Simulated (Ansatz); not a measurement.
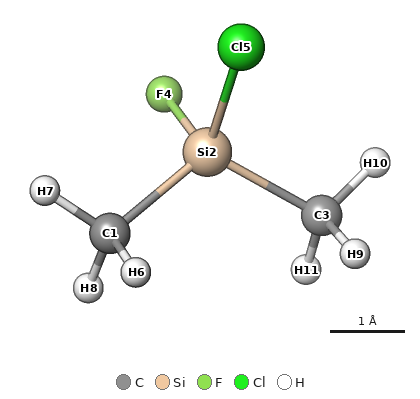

*The structure (ball-and-stick view, seen at a tilt; atoms are numbered from 1 in the order of the input).*

Bond lengths as drawn: Cl–Si 2.06 Å, C–H 1.09 Å, C–Si 1.85 Å and F–Si 1.60 Å.

Run report: C2H6ClFSi, single-point calculation

System: C2H6ClFSi.
Method: RKS wB97M-V/def2-SVP (Ansatz 0.2.0).

The geometry comes from this level: PBE0-D4/def2-TZVP.

## Log
```
Functional definition: wB97M-V
  name "wB97M-V"
  cite "Mardirossian & Head-Gordon, J. Chem. Phys. 144, 214110 (2016) doi:10.1063/1.4952647"
  cite "Becke, J. Chem. Phys. 107, 8554 (1997) doi:10.1063/1.475007"
  cite "Vydrov & Van Voorhis, J. Chem. Phys. 133, 244103 (2010) doi:10.1063/1.3521275"
  # Of w^i u^j: cxij and so on, Table III.
  parameter omega = 0.3/bohr
  parameter cx = 0.15
  parameter cx01 = 1.007
  parameter cx10 = 0.259
  parameter css00 = 0.443
  parameter css04 = -1.437
  parameter css10 = -4.535
  parameter css20 = -3.390
  parameter css43 = 4.278
  parameter cos00 = 1.000
  parameter cos10 = 1.358
  parameter cos20 = 2.924
  parameter cos21 = -8.812
  parameter cos60 = -1.390
  parameter cos61 = 9.142
  parameter b = 6.0
  parameter c = 0.01
  gx(w, u) = 1 - cx + cx01*u + cx10*w
  gss(w, u) = css00 + css04*u^4 + css10*w + css20*w^2 + css43*w^4*u^3
  gos(w, u) = cos00 + cos10*w + (cos20 + cos21*u)*w^2 + (cos60 + cos61*u)*w^6
  exchange = spin_sum(e_x_unif_sr(omega)*gx(b97_w, b97_u_x)) + cx*exact_x_sr(omega) + exact_x_lr(omega)
  correlation = spin_sum(e_c_pw_mod_same_spin*gss(b97_w, b97_u_same))
      + integral(e_c_pw_mod_opposite_spin*gos(b97_w_opposite, b97_u_opposite)) + vv10(b, c)
1056 factors; integrals over basis functions are off by at most 1.2e-3 eV
305 factors; integrals over basis functions are off by at most 7.4e-6 eV
mean field evaluation 1: about -25275.0267 eV, gradient 4.7e1 eV
mean field evaluation 2: about -25277.0937 eV, gradient 3.7e1 eV
mean field evaluation 4: about -25279.6649 eV, gradient 1.2e0 eV
mean field evaluation 8: about -25279.7422 eV, gradient 4.8e-2 eV
mean field evaluation 16: about -25279.7422 eV, gradient 2.1e-5 eV
mean field -25279.74224030 eV, -929.0133921064 hartree, gradient 2.1e-5 eV, S^2 0.000000; 0 other end points of the search recorded, 0 dependent functions left out
reference -25279.74227768 eV, -929.0133934800 hartree; 29, 29 occupied and 79, 79 virtual orbitals, 1056 factors
Total energy: -25279.74227768 eV, -929.0133934800 hartree
```

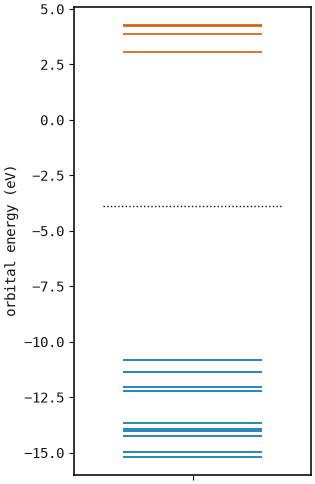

*Orbital energies near the frontier; the dotted line parts filled from empty levels, and levels within 0.02 eV of each other stand side by side.*

Highest filled −10.81 eV, lowest empty 3.08 eV, 13.89 eV apart.

This output came from the following input.

## Input
```yaml
crystal:
  periodic: [false, false, false]
  atoms:
    - {symbol: C, position_ang: [-1.542887, 0.284103, 0.276294]}
    - {symbol: Si, position_ang: [0.123270, 0.337629, -0.519583]}
    - {symbol: C, position_ang: [1.396771, -0.752666, 0.256186]}
    - {symbol: F, position_ang: [-0.035570, -0.082963, -2.053337]}
    - {symbol: Cl, position_ang: [0.807111, 2.276389, -0.514495]}
    - {symbol: H, position_ang: [-1.481749, 0.601645, 1.319629]}
    - {symbol: H, position_ang: [-2.237483, 0.947615, -0.242759]}
    - {symbol: H, position_ang: [-1.947636, -0.730923, 0.247269]}
    - {symbol: H, position_ang: [1.561571, -0.471028, 1.298606]}
    - {symbol: H, position_ang: [2.347350, -0.669973, -0.274560]}
    - {symbol: H, position_ang: [1.074551, -1.796830, 0.227248]}
basis:
  gaussian: {orbitals: def2-SVP}
hamiltonian: {xc: {name: wB97M-V}}
output: {orbitals: {seedname: orbitals}}
```

Run as:
```bash
ansatz run in.yaml --threads 4 --pin off --events-out ev --progress --plain --max-ram 10444MiB
```

## Summary

```csv
quantity,value
outcome,converged
total energy,−25279.7423 eV
SCF solution under orbital rotations,stable
HOMO,−10.81 eV
LUMO,3.08 eV
hardware,"4 threads of Arm Neoverse V2, 23 GiB of memory available, shared host"
wall time,4.4 s (CPU time 17 s)
peak memory,0.51 GiB
```
